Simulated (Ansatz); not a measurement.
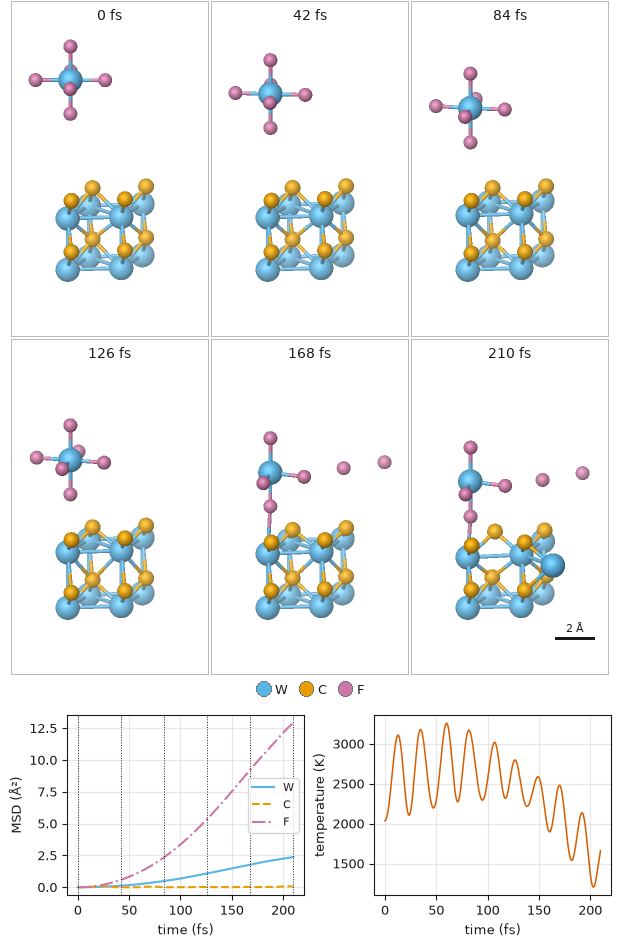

Molecular dynamics of WF6 on WC(001) (23 atoms in the cell), 210 fs long. Frames and the history of the run. Style: ball-and-stick. Shown: the simulation cell, with the vacuum cut short, slightly off an axis. Atoms that leave the cell re-enter on the other side. Bonds to atoms that aren't drawn are left out.

The calculation used Ansatz, DFT PBE-D3(BJ), scalar-relativistic, plane waves, PAW. Run with plane-wave cutoff 420 eV; k-point mesh 4 × 4 × 1; Fermi-Dirac smearing 0.1 eV; 4 atoms held fixed; constant energy (NVE); time step 1 fs; at the start 7 atoms move with typed velocities and the others are at rest.

What do the frames and curves show?

Answer. In the second half of the run the atoms are, in the root-mean-square, this far from where they began (common drift taken out): F 2.87 Å, W 1.26 Å, C 0.15 Å. Against the typical shortest distance between atoms in the first frame, about 2.1 Å, the W and F atoms wander away from their sites and keep going, while the C atoms only vibrate. 7 of the 19 free atoms end more than three quarters of that spacing from the start. The mean temperature in the second half is 2187 K (standard deviation 454 K). The potential energy is still drifting at the end, so the run hasn't reached equilibrium. The potential energy in the second half lies on average 16.3 meV per atom below the first frame. The total energy stays between −0.48 and 0.076 meV per atom of its start. A straight-line fit has a slope that amounts to −0.0066 meV per atom over 210 fs (under 0.1 % of the mean kinetic energy), its mean offset in the second half is under 0.1 %, and the ripple about the line is 0.3 % of the kinetic energy's fluctuation. With a drift under 2 % and a ripple under 7 %, the integration is accurate.

Limits of the set-up: the periodic images lie only 5.7 Å apart, so the values are limited by the cell's size.

Cost: 72 min on 4 threads of Arm Neoverse N1, with other jobs on the host, peak memory 2 GiB.

PAW datasets: the set soft_1.
